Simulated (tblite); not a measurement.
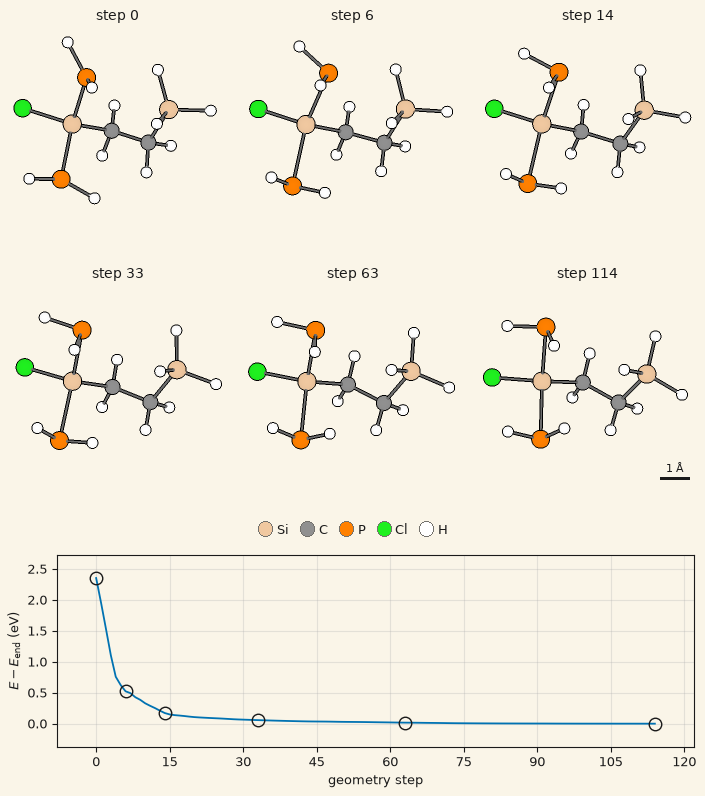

Frames of a relaxation of C₂H₁₁ClP₂Si₂, marked on the history of the run. Style: ball-and-stick. Shown from a free direction.

The calculation used GFN2-xTB geometry optimisation, gas phase (tblite 0.8.0). 

Question: What happens along the run?

Answer: Over 114 geometry steps the energy falls by 2.353 eV. An H atom moves most after the best rigid fit: 1.47 Å. By element the largest moves are H 1.47 Å, P 0.48 Å, Cl 0.40 Å, Si 0.37 Å, C 0.22 Å. Some distances before and after: P–Si 3.174 → 3.967 Å, P–Si 2.163 → 2.279 Å, H–P 1.449 → 1.387 Å, C–Si 1.844 → 1.902 Å. Bond angles that change, for instance: H–P–H 116.2° → 92.6°, H–P–H 115.6° → 92.2°, Si–P–H 116.2° → 94.5°. Groups turn about C–Si by about 30°, C–Si by about 25°. Cost: 1.2 s on 1 thread of Arm Neoverse V2, with other jobs on the host. From step 0 to 6: a P atom moves most (0.34 Å), energy −1.829 eV. From step 6 to 14: an H atom moves most (0.44 Å), energy −0.352 eV. From step 14 to 33: an H atom moves most (0.40 Å), energy −0.115 eV. From step 33 to 63: an H atom moves most (0.39 Å), energy −0.041 eV. From step 63 to 114: an H atom moves most (0.29 Å), energy −0.017 eV.

```json
{"step": "0", "E − E(0), eV": "0.0000"}
{"step": "1", "E − E(0), eV": "-0.3980"}
{"step": "2", "E − E(0), eV": "-0.8196"}
{"step": "3", "E − E(0), eV": "-1.2483"}
{"step": "4", "E − E(0), eV": "-1.5944"}
{"step": "5", "E − E(0), eV": "-1.7281"}
{"step": "6", "E − E(0), eV": "-1.8293"}
{"step": "7", "E − E(0), eV": "-1.8599"}
{"step": "8", "E − E(0), eV": "-1.9255"}
{"step": "9", "E − E(0), eV": "-1.9677"}
{"step": "10", "E − E(0), eV": "-2.0231"}
{"step": "15", "E − E(0), eV": "-2.2034"}
{"step": "21", "E − E(0), eV": "-2.2518"}
{"step": "26", "E − E(0), eV": "-2.2717"}
{"step": "32", "E − E(0), eV": "-2.2928"}
{"step": "37", "E − E(0), eV": "-2.3047"}
{"step": "43", "E − E(0), eV": "-2.3160"}
{"step": "48", "E − E(0), eV": "-2.3202"}
{"step": "54", "E − E(0), eV": "-2.3260"}
{"step": "59", "E − E(0), eV": "-2.3315"}
{"step": "65", "E − E(0), eV": "-2.3374"}
{"step": "70", "E − E(0), eV": "-2.3418"}
{"step": "76", "E − E(0), eV": "-2.3466"}
{"step": "81", "E − E(0), eV": "-2.3487"}
{"step": "87", "E − E(0), eV": "-2.3500"}
{"step": "92", "E − E(0), eV": "-2.3507"}
{"step": "98", "E − E(0), eV": "-2.3519"}
{"step": "103", "E − E(0), eV": "-2.3522"}
{"step": "109", "E − E(0), eV": "-2.3526"}
{"step": "114", "E − E(0), eV": "-2.3528"}
```
